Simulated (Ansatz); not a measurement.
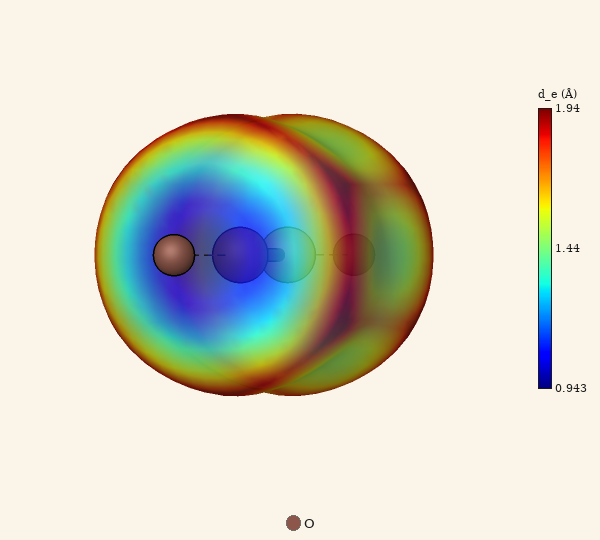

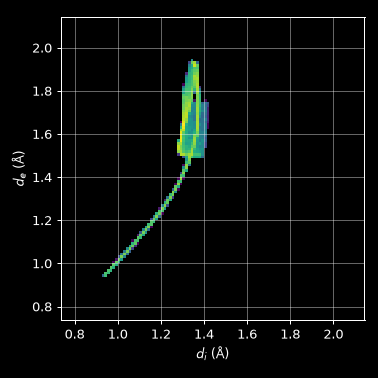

Hirshfeld surface computed for one O2 unit (covalently bonded non-metal atoms) in Zn$_{3}$O$_{4}$ (P6/mmm, No. 191), coloured by d_e. Dashed lines lead to the closest neighbours outside. The second picture is its fingerprint plot, coloured by area on a logarithmic scale (dark little, yellow much).

The surface is where the fragment's share of the procrystal density (the sum of the densities of spherically averaged neutral Hartree-Fock atoms) equals one half. d_i and d_e are the distances from the surface to the nearest nucleus inside and outside.

Origin of the cell: coordinates from a relaxation with Ansatz 0.2.0, DFT PBE, scalar-relativistic, plane waves, PAW; the starting structure was generated, so it need not be a known form of this composition.

```cif
data_structure
_symmetry_space_group_name_H-M 'P6/mmm'
_symmetry_Int_Tables_number 191
_cell_length_a 5.4342
_cell_length_b 5.4342
_cell_length_c 3.2228
_cell_angle_alpha 90.000
_cell_angle_beta 90.000
_cell_angle_gamma 120.000
_cell_volume 82.42
loop_
_atom_site_label
_atom_site_type_symbol
_atom_site_symmetry_multiplicity
_atom_site_Wyckoff_symbol
_atom_site_fract_x
_atom_site_fract_y
_atom_site_fract_z
_atom_site_occupancy
Zn1 Zn 3 f 0.00000 0.50000 0.00000 1
O1 O 2 e 0.00000 0.00000 0.20843 1
O2 O 2 d 0.33333 0.66667 0.50000 1
```

**What is the shortest distance from the fragment to an atom outside it?**

O–O, 1.88 Å.

**How is the surface shared among contacts (nearest atom inside ··· nearest atom outside)?**

O···Zn 56 %, O···O 44 %. The surface faces 8 neighbours with more than 2 % of its area each: 6 Zn + 2 O.

**Give the size and shape of the surface.**

It encloses about 15.6 Å³, has an area of about 32 Å² and a globularity of 0.94 (1 for a sphere).

**Where does the fingerprint reach closest to the origin?**

The smallest d_i + d_e is about 1.9 Å, which belongs to the shortest contact, O···O at 1.88 Å; d_e runs from 0.94 to 1.94 Å.
